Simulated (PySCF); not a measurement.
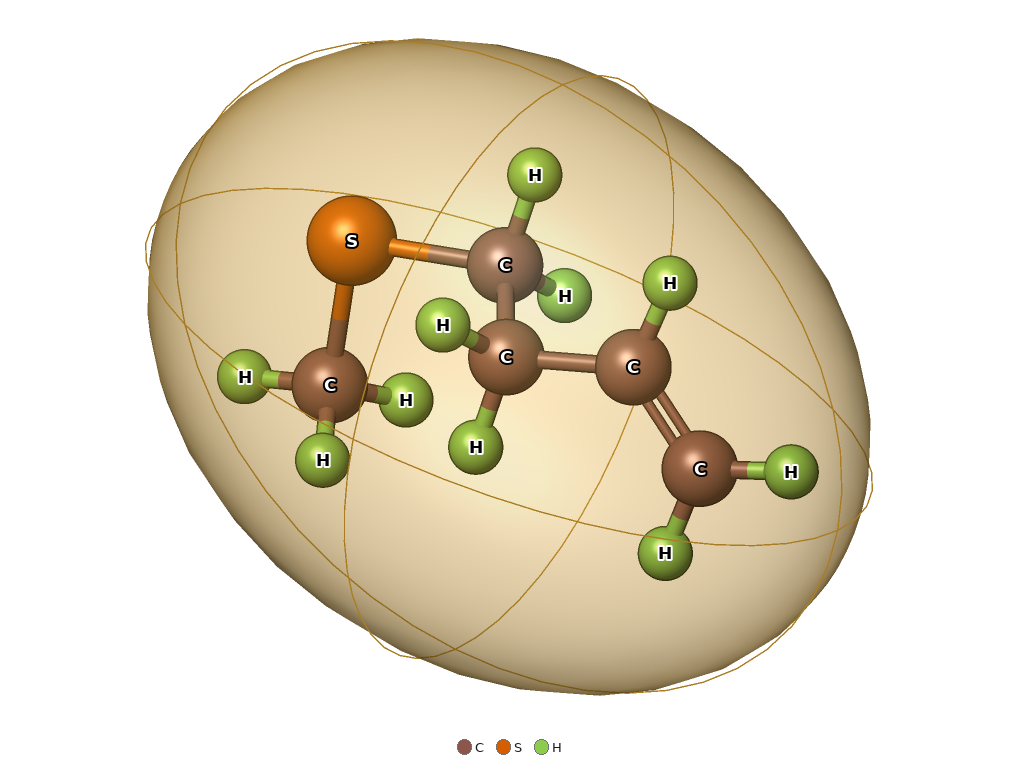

The ellipsoid shows the static dipole polarisability: its half-axes are proportional to the principal values. The computed structure is the end point of a GFN2-xTB optimisation. No frequency run is at hand to confirm it as a minimum. Method: PBE0/def2-SVPD (PySCF 2.14.0).

**How large and how anisotropic is the polarisability?**

Principal values 66.4, 81.1, 105.2 bohr³; mean 84.2 bohr³ (12.48 Å³); anisotropy 33.9 bohr³, so the longest axis is 1.58 times the shortest.
